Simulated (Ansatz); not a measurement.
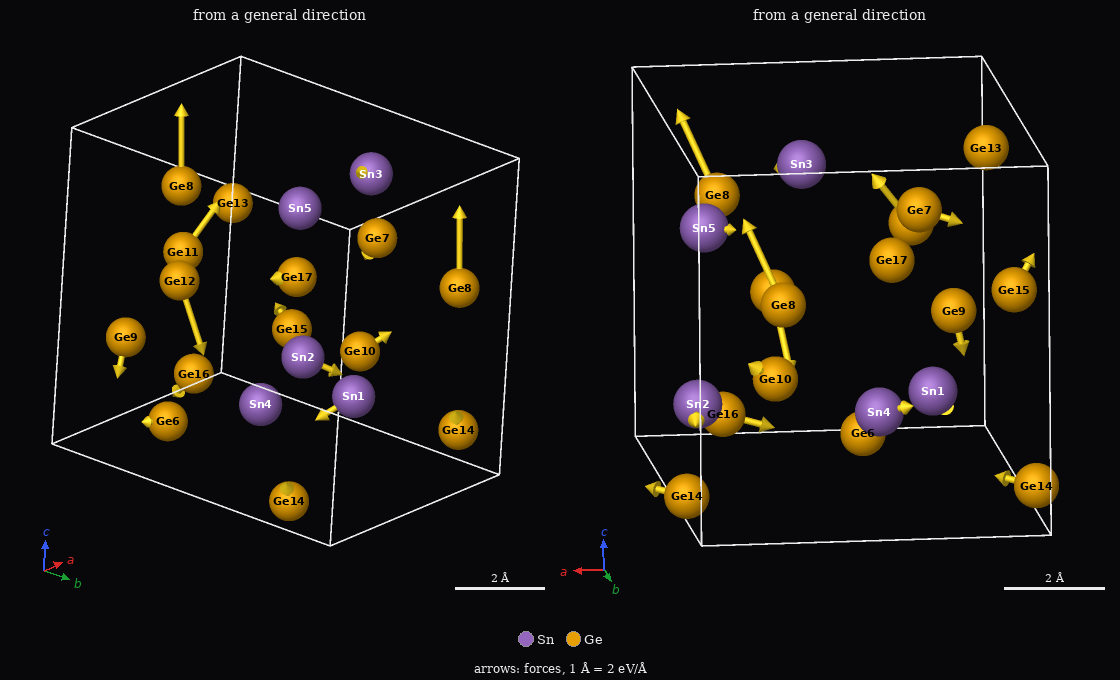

Spheres-only representation of a periodic structure, projected from two general directions. The frame is the simulation cell; atoms at its boundary are shown with their periodic copies. The arrows are the computed forces on the atoms.

System: Sn5Ge12. Results below were computed with DFT PBE, scalar-relativistic, plane waves, PAW in Ansatz 0.2.0; the settings were 420 eV cutoff, Brillouin-zone sampling on a 3×3×3 mesh, Fermi-Dirac smearing of 0.19 eV, no spin polarisation.

Question: Judging by the arrows, is the geometry relaxed?

Answer: No. The atoms still feel forces of up to about 3 eV/Å, far above a usual threshold of 0.01 to 0.03 eV/Å.

It goes back to a structure type filled with these elements by a generator (whether the compound takes this form wasn't checked). Earlier steps of the study may have refined or changed the cell and positions. It was run through Ansatz as a DFT input.
